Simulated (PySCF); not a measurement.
# GaHCl (SMILES [Cl][GaH]) at UPBE0/STO-3G

Aim: the energy change on altering one bond length of GaHCl at UPBE0/STO-3G, from 2 runs. 

Program for the calculation: PySCF 2.14.0.

31 further runs of the same task are left out: 16 that didn't finish, 15 set aside as unsound or not needed.

## 1. The structure to begin with

GaHCl has 3 atoms, charge 0, and is taken as a doublet. As SMILES, `[Cl][GaH]`. Geometry: relaxed at PBE0-D4/def2-TZVP.

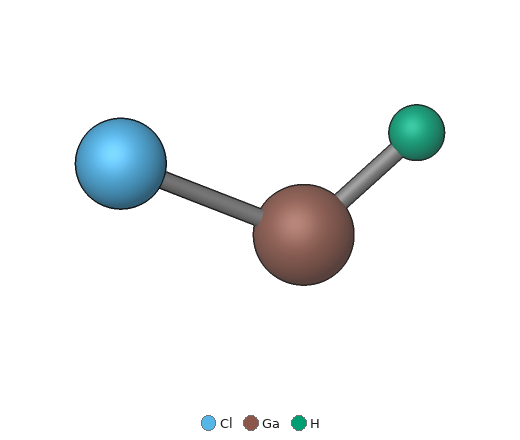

The structure, seen from a chosen angle (chlorine blue, gallium brown, hydrogen teal).

## 2. The energy at UPBE0/STO-3G

Input file job.py:

```python
# [Cl][GaH]
from pyscf import gto, dft

mol = gto.M(
    atom='''
Cl     2.892604    -0.361505     1.522552
Ga    -0.625688    -1.102655    -0.439928
H     -2.287513     1.341706    -1.107946
''',
    spin=1,
    basis='sto-3g',
    max_memory=1860,
    unit='bohr',
    verbose=4,
)

calc0 = dft.UKS(mol)
calc0.xc = 'pbe0'
calc0.conv_tol = 1e-10
calc0.grids.level = 5
calc0.kernel()
if not calc0.converged:
    calc0 = calc0.newton().run(calc0.mo_coeff, calc0.mo_occ)

e_final = calc0.e_tot
print('E = %.10f Eh' % e_final)
```

The run is started by

```
$ OMP_NUM_THREADS=1 python job.py
```

Log:

```text
PySCF version 2.14.0

[INPUT] num. atoms = 3
[INPUT] num. electrons = 49
[INPUT] charge = 0
[INPUT] spin (= nelec alpha-beta = 2S) = 1
[INPUT] symmetry False subgroup None
[INPUT] Mole.unit = bohr
[INPUT] Symbol           X                Y                Z      unit          X                Y                Z       unit  Magmom
[INPUT]  1 Cl     1.530700117016  -0.191300207634   0.805699820841 AA    2.892604000000  -0.361505000000   1.522552000000 Bohr   0.0
[INPUT]  2 Ga    -0.331099830746  -0.583499897507  -0.232799872046 AA   -0.625688000000  -1.102655000000  -0.439928000000 Bohr   0.0
[INPUT]  3 H     -1.210499749283   0.710000238955  -0.586299774130 AA   -2.287513000000   1.341706000000  -1.107946000000 Bohr   0.0

nuclear repulsion = 141.693131027929
number of shells = 14
number of NR pGTOs = 84
number of NR cGTOs = 28
basis = sto-3g
ecp = {}

******** <class 'pyscf.dft.uks.UKS'> ********
method = UKS
initial guess = minao
damping factor = 0
level_shift factor = 0
DIIS = <class 'pyscf.scf.diis.CDIIS'>
diis_start_cycle = 1
diis_space = 8
diis_damp = 0
SCF conv_tol = 1e-10
SCF conv_tol_grad = None
SCF max_cycles = 50
direct_scf = True
direct_scf_tol = 1e-13
number electrons alpha = 25  beta = 24
XC library pyscf.dft.libxc version 7.0.0
    S. Lehtola, C. Steigemann, M. J.T. Oliveira, and M. A.L. Marques.,  SoftwareX 7, 1–5 (2018)
XC functionals = pbe0
radial grids:
    Treutler-Ahlrichs [JCP 102, 346 (1995); DOI:10.1063/1.469408] (M4) radial grids

becke partition: Becke, JCP 88, 2547 (1988); DOI:10.1063/1.454033
pruning grids: <function nwchem_prune>
grids dens level: 5
symmetrized grids: False
atomic radii adjust function: <function treutler_atomic_radii_adjust>
small_rho_cutoff = 0
Set gradient conv threshold to 1e-05
tot grids = 111864
init E= -2355.18630297801
[... the frontier-level lines of each cycle are left out ...]

[... 97 lines left out ...]
converged SCF energy = -2357.69030968619  <S^2> = 0.75287183  2S+1 = 2.0028698
E = -2357.6903096862 Eh
```

Wall time 12 s (1 thread of Intel Xeon Platinum 8259CL at 2.50GHz (Skylake/Cascade Lake), shared host); peak memory 0.23 GiB.

## 3. The distorted shape, same level

Input file job.py:

```python
from pyscf import gto, dft

mol = gto.M(
    atom='''
Cl     1.903102    -0.112851     1.013423
Ga    -0.331100    -0.583500    -0.232800
H     -1.210500     0.710000    -0.586300
''',
    spin=1,
    basis='sto-3g',
    max_memory=1860,
    verbose=4,
)

mf = dft.UKS(mol, xc='pbe0')
mf.grids.level = 5
mf.conv_tol = 1e-10
mf.kernel()
if not mf.converged:
    mf = mf.newton().run(mf.mo_coeff, mf.mo_occ)

e_tot = mf.e_tot
print(f'total energy: {e_tot:.8f} hartree')
```

The run is started by

```
$ OMP_NUM_THREADS=1 python job.py
```

Log:

```text
PySCF version 2.14.0

[INPUT] num. atoms = 3
[INPUT] num. electrons = 49
[INPUT] charge = 0
[INPUT] spin (= nelec alpha-beta = 2S) = 1
[INPUT] symmetry False subgroup None
[INPUT] Mole.unit = angstrom
[INPUT] Symbol           X                Y                Z      unit          X                Y                Z       unit  Magmom
[INPUT]  1 Cl     1.903102000000  -0.112851000000   1.013423000000 AA    3.596341567112  -0.213257482883   1.915091918335 Bohr   0.0
[INPUT]  2 Ga    -0.331100000000  -0.583500000000  -0.232800000000 AA   -0.625688319843  -1.102655193684  -0.439928241799 Bohr   0.0
[INPUT]  3 H     -1.210500000000   0.710000000000  -0.586300000000 AA   -2.287513473786   1.341705548441  -1.107946426832 Bohr   0.0

nuclear repulsion = 119.942352305913
number of shells = 14
number of NR pGTOs = 84
number of NR cGTOs = 28
basis = sto-3g
ecp = {}

******** <class 'pyscf.dft.uks.UKS'> ********
method = UKS
initial guess = minao
damping factor = 0
level_shift factor = 0
DIIS = <class 'pyscf.scf.diis.CDIIS'>
diis_start_cycle = 1
diis_space = 8
diis_damp = 0
SCF conv_tol = 1e-10
SCF conv_tol_grad = None
SCF max_cycles = 50
direct_scf = True
direct_scf_tol = 1e-13
number electrons alpha = 25  beta = 24
XC library pyscf.dft.libxc version 7.0.0
    S. Lehtola, C. Steigemann, M. J.T. Oliveira, and M. A.L. Marques.,  SoftwareX 7, 1–5 (2018)
XC functionals = pbe0
radial grids:
    Treutler-Ahlrichs [JCP 102, 346 (1995); DOI:10.1063/1.469408] (M4) radial grids

[... 157 lines left out ...]
converged SCF energy = -2357.65343203165  <S^2> = 0.75296514  2S+1 = 2.0029629
total energy: -2357.65343203 hartree
```

Wall time 16 s (1 thread of Intel Xeon Platinum 8259CL at 2.50GHz (Skylake/Cascade Lake), shared host); peak memory 0.23 GiB.

## 4. What came out

At UPBE0/STO-3G:

```
                                                           quantity           value
                                          first shape: total energy  -2357.69031 Eh
                                         first shape: dipole moment          1.64 D
                    first shape: HOMO energy (highest over α and β)        -4.74 eV
                     first shape: LUMO energy (lowest over α and β)        -1.24 eV
                                                  first shape: ⟨S²⟩           0.753
                                      distorted shape: total energy  -2357.65343 Eh
                                     distorted shape: dipole moment          3.07 D
                distorted shape: HOMO energy (highest over α and β)        -5.33 eV
                 distorted shape: LUMO energy (lowest over α and β)        -1.94 eV
                                              distorted shape: ⟨S²⟩           0.753
energy change with the Cl1–Ga2 bond stretched from 2.168 to 2.601 Å        1.003 eV
```

In words: With the Cl1–Ga2 bond stretched from 2.168 to 2.601 Å the energy rises by 1.00 eV (23 kcal/mol). The first shape isn't relaxed at this level, so the change isn't measured from a minimum. The minimal basis adds a large error of its own. Mulliken charges (first shape) run from -0.24 on Cl1 to +0.29 on Ga2; they depend strongly on the basis.
